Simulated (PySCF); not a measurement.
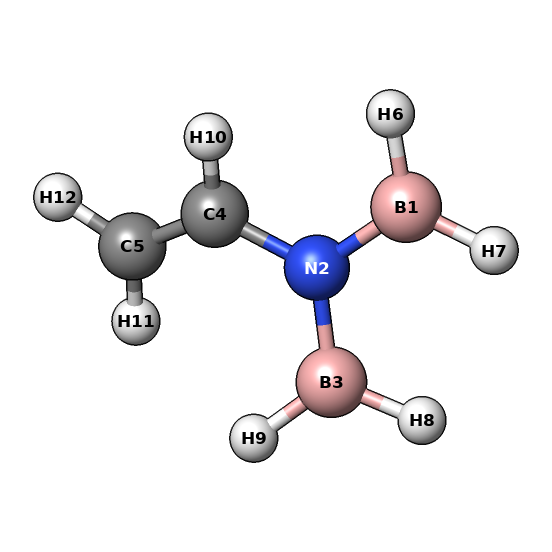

Every bond is drawn as one stick. The computed structure is the end point of a PBE0-D3(BJ)/def2-SVP optimisation. No frequency run is at hand to confirm it as a minimum. Computed with PBE0/pcSseg-1 (PySCF 2.14.0).

List the Mayer bond orders of B1–N2, B1–H6, B1–H7, N2–B3, N2–C4, B3–H8, B3–H9, C4–C5, C4–H10, C5–H11, C5–H12.

```json
{"bond": "B1–N2", "Mayer order": "1.16", "length (Å)": "1.431"}
{"bond": "B1–H6", "Mayer order": "0.98", "length (Å)": "1.209"}
{"bond": "B1–H7", "Mayer order": "0.99", "length (Å)": "1.203"}
{"bond": "N2–B3", "Mayer order": "1.14", "length (Å)": "1.433"}
{"bond": "N2–C4", "Mayer order": "0.94", "length (Å)": "1.420"}
{"bond": "B3–H8", "Mayer order": "0.99", "length (Å)": "1.204"}
{"bond": "B3–H9", "Mayer order": "0.98", "length (Å)": "1.206"}
{"bond": "C4–C5", "Mayer order": "1.96", "length (Å)": "1.333"}
{"bond": "C4–H10", "Mayer order": "0.95", "length (Å)": "1.094"}
{"bond": "C5–H11", "Mayer order": "0.95", "length (Å)": "1.092"}
{"bond": "C5–H12", "Mayer order": "0.94", "length (Å)": "1.091"}
```
